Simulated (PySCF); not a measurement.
C₄H₈FS₂ (doublet)

Input

```
{"job": {"kind": "epr", "basis": "pcH-1"}, "charge": 0, "multiplicity": 2}
C      2.451094    -0.152350    -0.527840
S      1.489614     0.257138     0.956666
C     -0.039621    -0.676196     0.615585
C     -0.890336     0.025533    -0.416095
S     -2.489557    -1.124522    -0.596815
C     -1.306795     1.333154    -0.033919
F     -1.741593     2.178181    -0.980382
H      2.551456    -1.231309    -0.605420
H      3.426787     0.302917    -0.396446
H      1.970714     0.258580    -1.410729
H      0.226057    -1.682103     0.292927
H     -0.566075    -0.731678     1.567607
H     -0.474518    -0.012810    -1.422179
H     -3.045007    -0.366448    -1.537668
H     -1.566632     1.629902     0.967141
```

Command:

```sh
OMP_NUM_THREADS=1 python probes_run.py task.json out
```

Geometry: GFN2-xTB.

Theory: PySCF, UKS B3LYP, pcH-1 on C F H S, non-relativistic, mean-field spin-orbit, GIAO.

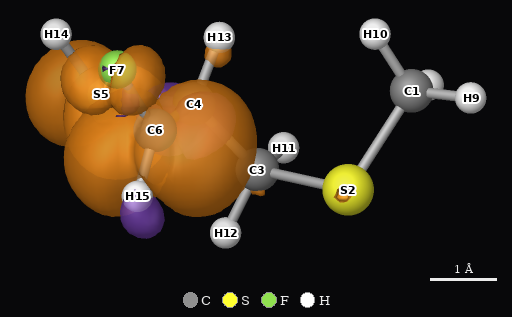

Figure 1. Isosurfaces of the spin density (α minus β) at +0.015 (orange) and −0.015 e/Å³ (purple), seen from one side.

Question: Describe the spin distribution.

Answer: The unpaired spin (1 electron) lies mostly on C6 (about 0.6), S5 (about 0.2), F7 (about 0.1) and H15 (about 0.1), in electrons by Hirshfeld's partition.

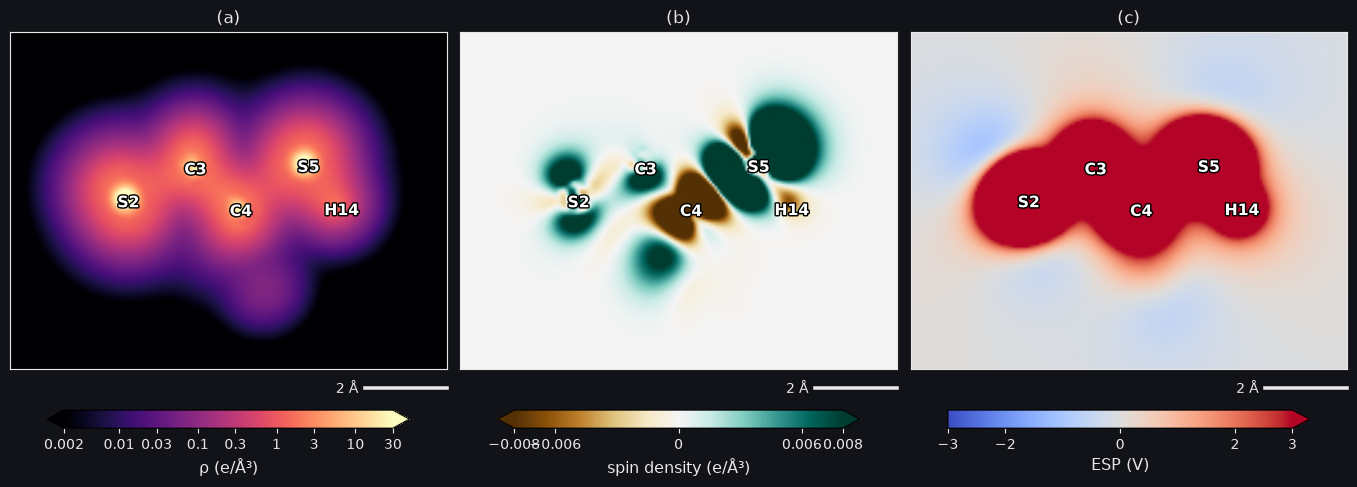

Figure 2. (a) electron density; (b) spin density (α minus β); (c) electrostatic potential on the plane of atoms S2, C3 and C4.

Question: Describe what can be read from this map.

Answer:
- The section cuts through S, C and H sites.
- C–S (1.82 Å): ρ at the midpoint is about 1.1 e/Å³.
- C–C (1.51 Å): ρ is about 1.7 e/Å³ halfway.
- C–S (1.98 Å): ρ at the midpoint is about 0.8 e/Å³.
- S–H (1.33 Å): ρ at the midpoint is about 1.3 e/Å³.
- Outside the dense part of the molecule the potential is most negative (−1.0 V) near S2.

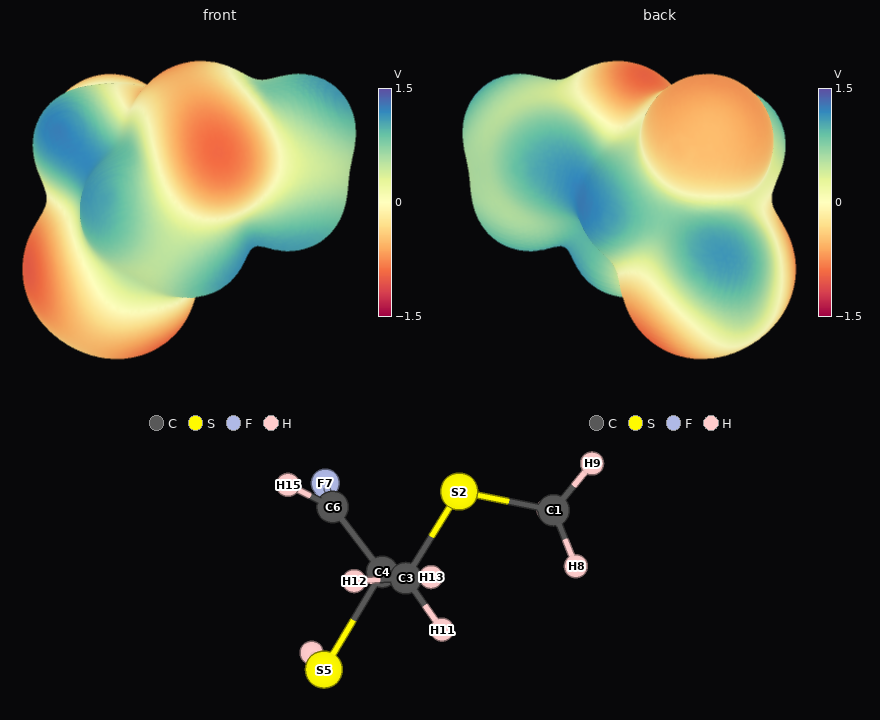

Figure 3. The electrostatic potential painted on the density surface at 0.002 e/bohr³, seen from the front and from behind; red is negative and blue positive. The bare structure is drawn below in the same view.

Question: Describe the electrostatic potential map.

Answer: The most negative region (about −0.9 V, or −21 kcal/mol for a unit charge) lies over S2 and S5, the most positive (about +1.2 V, or +28 kcal/mol for a unit charge) over H10, H13 and H15.
